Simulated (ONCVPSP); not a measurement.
Ho: pseudopotential generation

- system: holmium (Ho, Z = 67), core [Kr] 4d10 4f10, reference valence 5s2 5p6 5d1 6s2, valence charge 11.
- method: ONCV potential, PBE, scalar-relativistic, made with ONCVPSP 4.0.1

The program's output (extracts):
```
ONCVPSP  (Optimized Norm-Conservinng Vanderbilt PSeudopotential)
scalar-relativistic version 4.0.1

#   n    l    f        energy (Ha)
    1    0    2.00    -2.0398653E+03
    2    0    2.00    -3.4141636E+02
    2    1    6.00    -3.0246438E+02
    3    0    2.00    -7.6483556E+01
    3    1    6.00    -6.4582985E+01
    3    2   10.00    -4.9492641E+01
    4    0    2.00    -1.5327058E+01
    4    1    6.00    -1.1406690E+01
    4    2   10.00    -6.1123921E+00
    4    3   10.00    -3.4388422E-01
    5    0    2.00    -1.9995104E+00
    5    1    6.00    -1.0706613E+00
    5    2    1.00    -8.0819091E-02
    6    0    2.00    -1.5941147E-01

Reference configufation results
  iterations    35
  all-electron total energy (Ha)   -1.26161785D+04

Begin loop to  construct optimized pseudo wave functions
and semi-local pseudopoentials for all angular momenta

Calculating optimized projector #   1

 for l=   0

    Fraction of norm inside rc  0.980392
    Optimizing pswf for qcut=   4.40 a_B^-1,  ecut=   9.68 Ha
    Residual kinetic energy error=  5.66D-04 Ha

    Energy error per electron        Cutoff
         Ha          eV             Ha
         0.01000     0.27211        3.63
         0.00100     0.02721        8.81
         0.00010     0.00272       26.89
         0.00001     0.00027       32.93

Calculating optimized projector #   2

 for l=   0

    Fraction of norm inside rc  0.097181
    Optimizing pswf for qcut=   4.40 a_B^-1,  ecut=   9.68 Ha
    Residual kinetic energy error=  4.18D-04 Ha

    Energy error per electron        Cutoff
         Ha          eV             Ha
         0.01000     0.27211        2.76
         0.00100     0.02721        8.23
         0.00010     0.00272       18.05
         0.00001     0.00027       36.74

Calculating optimized projector #   1

 for l=   1

    Fraction of norm inside rc  0.567186
    Optimizing pswf for qcut=   5.31 a_B^-1,  ecut=  14.10 Ha
    Residual kinetic energy error=  1.04D-02 Ha

    Energy error per electron        Cutoff
         Ha          eV             Ha
         0.01000     0.27211       14.26
         0.00100     0.02721       85.33
         0.00010     0.00272      111.29
         0.00001     0.00027      123.76

Calculating optimized projector #   1

 for l=   2

    Fraction of norm inside rc  0.642498
    Optimizing pswf for qcut=   6.09 a_B^-1,  ecut=  18.57 Ha
    Residual kinetic energy error=  7.09D-10 Ha

    Energy error per electron        Cutoff
         Ha          eV             Ha
         0.01000     0.27211        6.44
         0.00100     0.02721        8.99
         0.00010     0.00272       11.16
         0.00001     0.00027       13.10

Construct Vanderbilt / Kleinmman-Bylander projectors

B matrix Hermiticity error, ll=   0
   1   2    1.6531E-04

  Orthonormal projector coefficients  5.1916E+00  1.3904E+00

Model core correction analysis
  based on d2Exc/dn_idn_j

d2excae - all-electron derivatives

   -2.659789D-02   -2.324766D-02   -7.799870D-03   -1.506619D-03
   -2.324762D-02   -2.370333D-02   -1.146209D-02   -2.668478D-03
   -7.799732D-03   -1.146202D-02   -1.754022D-02   -1.633374D-02
   -1.506311D-03   -2.667763D-03   -1.632972D-02   -2.554636D-02

d2excps - pseudofunction derivatives with no core correction

   -4.766840D-02   -3.087742D-02   -9.157822D-03   -3.232802D-03
   -3.087768D-02   -3.071787D-02   -1.338409D-02   -3.184405D-03
   -9.157575D-03   -1.338409D-02   -1.893929D-02   -1.691382D-02
   -3.233890D-03   -3.183614D-03   -1.690945D-02   -2.622329D-02

rms 2nd derivative error    6.276256E-03

amplitude prefactor, scale prefactor
    1.6779    1.6098

d2excps - pseudofunction derivatives with core correction

   -3.201844D-02   -2.367093D-02   -7.773605D-03   -2.206762D-03
   -2.367095D-02   -2.512776D-02   -1.191902D-02   -2.858099D-03
   -7.773444D-03   -1.191905D-02   -1.805587D-02   -1.663376D-02
   -2.206507D-03   -2.857408D-03   -1.662924D-02   -2.591143D-02

rms 2nd derivative error    1.453877E-03

Pseudoatom total energy  -39.359889

Diagnostic tests using Vanderbilt-Kleinman-Bylander pseudopotentials
  1 or more projectors used as specified by nproj input data

   l    rcore       rmatch      e in        delta e   norm test  slope test

   0   2.3037135   2.3736592  -1.9995104   0.0000011   1.0001545   1.0001413
   0   2.3037135   2.3736592  -0.1594115   0.0000008   1.0000200   1.0000160

   1   1.5065094   1.5522502  -1.0706613  -0.0000115   0.9999982   1.0000226

   2   3.0516418   3.1442963  -0.0808191  -0.0000000   1.0000002   1.0000015

 Testing for bound ghosts
   n   l    E NL Schr. Eq   E Basis Diag.   E Cutoff

   1   0       -1.999509       -1.999509     50.00
   2   0       -0.159411       -0.142896     50.00

   2   1       -1.070673       -1.069862    133.06

   3   2       -0.080819       -0.079775     36.97

 Testing for highly-localized positive-energy ghosts
       l    <radius>/rc     E Basis Diag.   E Cutoff

Test configuration 0

   n   l     f        eae           eps        diff
   1   0  2.0000-2039.86528117
   2   0  2.0000 -341.41635558
   2   1  6.0000 -302.46438253
   3   0  2.0000  -76.48355598
   3   1  6.0000  -64.58298468
   3   2 10.0000  -49.49264074
   4   0  2.0000  -15.32705834
   4   1  6.0000  -11.40669001
   4   2 10.0000   -6.11239206
   4   3 10.0000   -0.34388422
   5   0  2.0000   -1.99951044   -1.99950934    1.10D-06
   5   1  6.0000   -1.07066134   -1.07067289   -1.15D-05
   5   2  1.0000   -0.08081909   -0.08081911   -2.19D-08
   6   0  2.0000   -0.15941147   -0.15941063    8.36D-07

    Total energies and differences
      AE_ref= -1.26161785D+04  AE_tst= -1.26161785D+04  dif=  0.00D+00
      PS_ref= -3.93598887D+01  PS_tst= -3.93598887D+01  dif= -7.11D-15
      PSP excitation error=  7.11D-15

Test configuration 1

   n   l     f        eae           eps        diff
   1   0  2.0000-2040.10609204
   2   0  2.0000 -341.65593297
   2   1  6.0000 -302.70403174
   3   0  2.0000  -76.72277173
   3   1  6.0000  -64.82220923
   3   2 10.0000  -49.73185279
   4   0  2.0000  -15.56638609
   4   1  6.0000  -11.64603746
   4   2 10.0000   -6.35171281
   4   3 10.0000   -0.58307992
   5   0  2.0000   -2.23896433   -2.24131274   -2.35D-03
   5   1  6.0000   -1.30995691   -1.31104039   -1.08D-03
   5   2  1.0000   -0.30123415   -0.30139774   -1.64D-04
   6   0  1.0000   -0.35524289   -0.35512302    1.20D-04

    Total energies and differences
      AE_ref= -1.26161785D+04  AE_tst= -1.26159234D+04  dif=  2.55D-01
      PS_ref= -3.93598887D+01  PS_tst= -3.91047449D+01  dif=  2.55D-01
      PSP excitation error= -3.34D-05

Test configuration 2

   n   l     f        eae           eps        diff
   1   0  2.0000-2040.39099020
   2   0  2.0000 -341.93899561
   2   1  6.0000 -302.98721942
   3   0  2.0000  -77.00483786
   3   1  6.0000  -65.10429442
   3   2 10.0000  -50.01398342
   4   0  2.0000  -15.84873190
   4   1  6.0000  -11.92846672
   4   2 10.0000   -6.63418669
   4   3 10.0000   -0.86522735
   5   0  2.0000   -2.52145807   -2.52865320   -7.20D-03
   5   1  6.0000   -1.59070014   -1.59435758   -3.66D-03
   5   2  1.0000   -0.55727089   -0.55811925   -8.48D-04

    Total energies and differences
      AE_ref= -1.26161785D+04  AE_tst= -1.26154605D+04  dif=  7.18D-01
      PS_ref= -3.93598887D+01  PS_tst= -3.86419651D+01  dif=  7.18D-01
      PSP excitation error=  1.11D-04

Test configuration 3

psatom: WARNING lschvkbb convergence error n,l,iter=   3   2   3
ea(ii),et,emin,emax -8.081911E-02 -8.890102E-02 -8.890102E-02 -8.890102E-02
run_config: WARNING for fully non-local PS atom, stg. 1
 WARNING no output for configuration 4

Test configuration 4

   n   l     f        eae           eps        diff
   1   0  2.0000-2039.82277901
   2   0  2.0000 -341.37143226
   2   1  6.0000 -302.41952527
   3   0  2.0000  -76.43957263
   3   1  6.0000  -64.53899482
   3   2 10.0000  -49.44840108
   4   0  2.0000  -15.28262593
   4   1  6.0000  -11.36204046
   4   2 10.0000   -6.06728438
   4   3 10.0000   -0.29846230
   5   0  2.0000   -1.95262257   -1.95272259   -1.00D-04
   5   1  6.0000   -1.02741753   -1.02625719    1.16D-03
   5   2  2.0000   -0.05742298   -0.05713692    2.86D-04
   6   0  1.0000   -0.14596554   -0.14606120   -9.57D-05

    Total energies and differences
      AE_ref= -1.26161785D+04  AE_tst= -1.26160946D+04  dif=  8.39D-02
      PS_ref= -3.93598887D+01  PS_tst= -3.92756459D+01  dif=  8.42D-02
      PSP excitation error= -3.33D-04
```

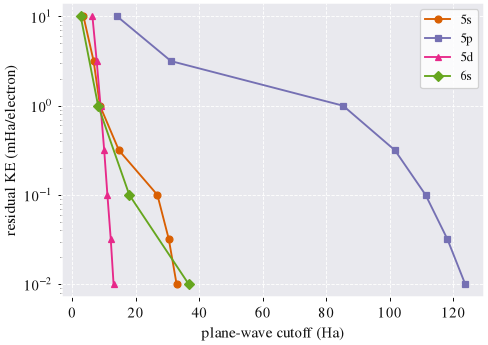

Figure 1. Residual kinetic energy of the pseudo-waves (the first of each channel, and further valence shells) beyond the plane-wave cutoff, as the generator prints it.

- Cutoffs for 1 mHa per electron: 5p: 85 Ha; 5d: 9.0 Ha; 5s: 8.8 Ha; 6s: 8.2 Ha.
- Cutoffs for the occupied states: 85 Ha for 1 mHa and 111 Ha for 0.1 mHa per electron. The first is set by 5p.
- Hardest wave at 1 mHa per electron: 5p, with rc = 1.50 bohr and qcut = 5.3 1/bohr. The optimisation minimises, but can't always remove, the kinetic energy above qcut²/2 = 14.0 Ha, and a larger rc would as a rule soften the wave at some cost in transferability.

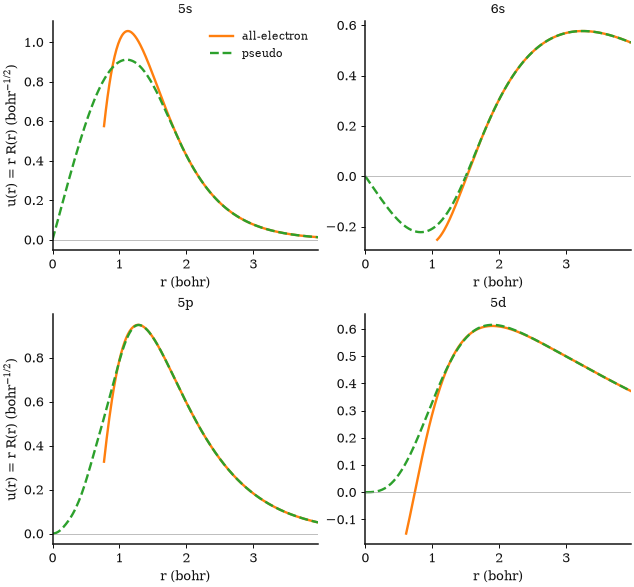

Figure 2. Partial waves u(r) = r R(r), all-electron (solid) and pseudo (dashed). The innermost oscillations of some all-electron curves aren't drawn. Reference configuration 5s2 5p6 5d1 6s2.

- Matching radii: 5s at 2.30 bohr; 6s at 2.30 bohr; 5p at 1.50 bohr; 5d at 3.05 bohr. The curves merge smoothly, so the plot gives these only roughly.
- Nodes of the pseudo-waves: 5s has no node; 6s has a node at about 1.5 bohr; 5p has no node; 5d has no node. A node in 6s is expected, since a lower shell of the same l is also in the valence and the two must stay orthogonal.

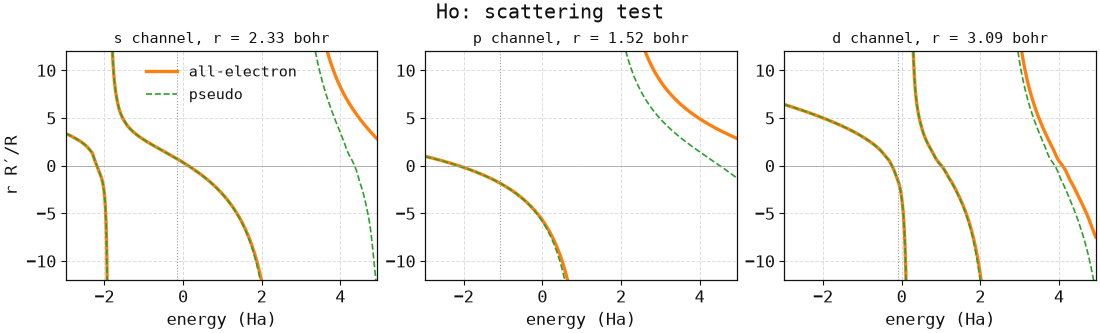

Figure 3. Logarithmic derivatives r R′/R at the test radius against energy, all-electron atom (solid) and pseudo-atom (dashed). Here R(r) is the radial function. The dotted line marks the reference energy of the channel. Not drawn: f: not judged.

- Poles, where the radial function vanishes at the test radius: s: all-electron at -1.9 and 2.8 Ha, pseudo at -1.9 and 2.7 Ha; p: all-electron at 1.5 Ha, pseudo at 1.3 Ha; d: all-electron at 0.2 and 2.5 Ha, pseudo at 0.2 and 2.5 Ha.
- Zeros of the logarithmic derivative: s: all-electron -2.2 and 0.1 Ha, pseudo -2.2, 0.1 and 4.4 Ha; p: all-electron -2.1 Ha, pseudo -2.1 and 4.5 Ha; d: all-electron -0.2, 1.0 and 4.1 Ha, pseudo -0.2, 1.0 and 3.9 Ha.

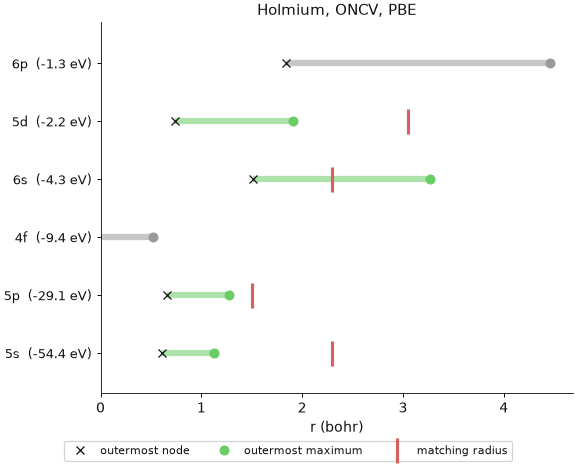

Figure 4. Outer shells of the all-electron reference atom: each bar runs from the outermost node (or the nucleus) to the outermost maximum of u(r); the tick is the radius chosen for the pseudo-wave. Shells without a tick have no pseudo-wave of their own. Levels, nodes and maxima are from ld1.x, scalar-relativistic.

- Radii against the shells: 5s: 2.30 bohr, outside the maximum; 5p: 1.50 bohr, outside the maximum; 6s: 2.30 bohr, between node and maximum; 5d: 3.05 bohr, outside the maximum.

Input file:
```
# ATOM AND REFERENCE CONFIGURATION
# atsym  z   nc   nv     iexc    psfile
  Ho 67.00   10    4        4      upf
#
#   n    l    f
    1    0    2.00
    2    0    2.00
    2    1    6.00
    3    0    2.00
    3    1    6.00
    3    2   10.00
    4    0    2.00
    4    1    6.00
    4    2   10.00
    4    3   10.00
    5    0    2.00
    5    1    6.00
    5    2    1.00
    6    0    2.00
#
# PSEUDOPOTENTIAL AND OPTIMIZATION
# lmax
    2
#
#   l,   rc,      ep,       ncon, nbas, qcut
    0    2.30    0.00    5    8    4.40
    1    1.50    0.00    5    9    5.30
    2    3.05    0.00    4    9    6.10
#
# LOCAL POTENTIAL
# lloc, lpopt,  rc(5),   dvloc0
    4    2    1.40   -1.00
#
# VANDERBILT-KLEINMAN-BYLANDER PROJECTORs
# l, nproj, debl
    0    2    2.70
    1    1    3.00
    2    1    2.90
#
# MODEL CORE CHARGE
# icmod, fcfact, rcfact
    2    0.25    1.05
#
# LOG DERIVATIVE ANALYSIS
# epsh1, epsh2, depsh
   -3.00    5.00    0.02
#
# OUTPUT GRID
# rlmax, drl
    6.00    0.01
#
# TEST CONFIGURATIONS
# ncnf
    4
# nvcnf
#   n    l    f
    4
    5    0    2.00
    5    1    6.00
    5    2    1.00
    6    0    1.00
#
    4
    5    0    2.00
    5    1    6.00
    5    2    1.00
    6    0    0.00
#
    4
    5    0    2.00
    5    1    6.00
    5    2    0.00
    6    0    0.00
#
    4
    5    0    2.00
    5    1    6.00
    5    2    2.00
    6    0    1.00
#
```

Command:
```bash
oncvpsp.x < Ho.dat > Ho.out
```

Summary:

- outcome: generated
- cutoffs needed: 85 Ha and 111 Ha (the cutoffs at which the residual kinetic energy of the hardest occupied pseudo-wave falls to 1 and 0.1 mHa per electron)
- ghost test: no bound ghost flagged; no localised positive-energy state flagged
- configuration tests: 1 of 4 tests not solved
- rms error of d²Exc/dni dnj: 6.28 mHa without and 1.45 mHa with the model core
- largest excitation error among the tests solved: -9.1 meV (all-electron minus pseudo) for 5s2 5p6 5d2 6s1
- range over which the phases arctan(r R′/R) at the test radius agree within 0.05 rad (a looser test near the poles than one of phase shifts): s: up to about 3.6 Ha; p: up to about 2.5 Ha; d: up to about 3.4 Ha; f: not judged, local potential alone
- hardware: 1 CPU thread, shared host
- wall time: 3.8 s

Remarks:

The scattering phases part by more than π/2 and stay apart in s from about 4.4 Ha: a level there is either far displaced or one that only the pseudo-atom has. Warnings of the program, in the generation or the tests: psatom: WARNING lschvkbb convergence error n,l,iter= 3 2 3. The open f shell is frozen into the core, so the potential fits one valence alone and carries no f magnetism.
